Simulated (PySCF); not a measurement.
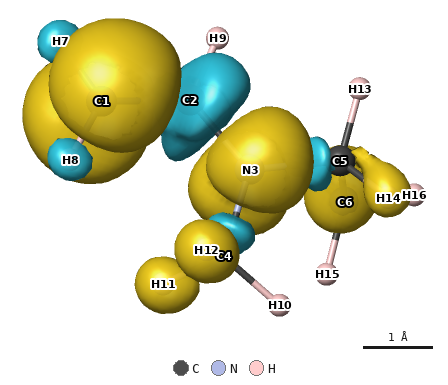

The picture shows: C$_{5}$H$_{11}$N (charge +1, doublet). Isosurfaces of the spin density at +0.015 (yellow) and −0.015 e/Å³ (cyan), seen at a tilt.

Geometry: GFN2-xTB.

Computed with PySCF 2.14.0, density-fitted response routines, UKS B3LYP, pcH-1 on C H N, non-relativistic, mean-field spin-orbit, GIAO.

```yaml
atoms:
  - { symbol: C, position_ang: [2.2980, -1.0021, 0.1540] }
  - { symbol: C, position_ang: [1.0343, -0.7746, 0.6055] }
  - { symbol: N, position_ang: [0.2356, 0.2275, 0.2197] }
  - { symbol: C, position_ang: [0.6390, 1.1771, -0.7692] }
  - { symbol: C, position_ang: [-1.0981, 0.3191, 0.7300] }
  - { symbol: C, position_ang: [-2.0914, -0.3224, -0.2552] }
  - { symbol: H, position_ang: [2.8556, -1.8415, 0.5307] }
  - { symbol: H, position_ang: [2.7920, -0.3784, -0.5710] }
  - { symbol: H, position_ang: [0.6123, -1.4420, 1.3468] }
  - { symbol: H, position_ang: [-0.1816, 1.8515, -1.0029] }
  - { symbol: H, position_ang: [0.9643, 0.6807, -1.6870] }
  - { symbol: H, position_ang: [1.4817, 1.7738, -0.4061] }
  - { symbol: H, position_ang: [-1.1677, -0.1938, 1.6913] }
  - { symbol: H, position_ang: [-1.3616, 1.3718, 0.8632] }
  - { symbol: H, position_ang: [-2.0625, 0.1724, -1.2219] }
  - { symbol: H, position_ang: [-3.0942, -0.2305, 0.1511] }
  - { symbol: H, position_ang: [-1.8627, -1.3766, -0.3890] }
```

**Describe the spin distribution.**

The unpaired spin (1 electron) lies mostly on C1 (about 0.4) and N3 (about 0.3), in electrons by Hirshfeld's partition.
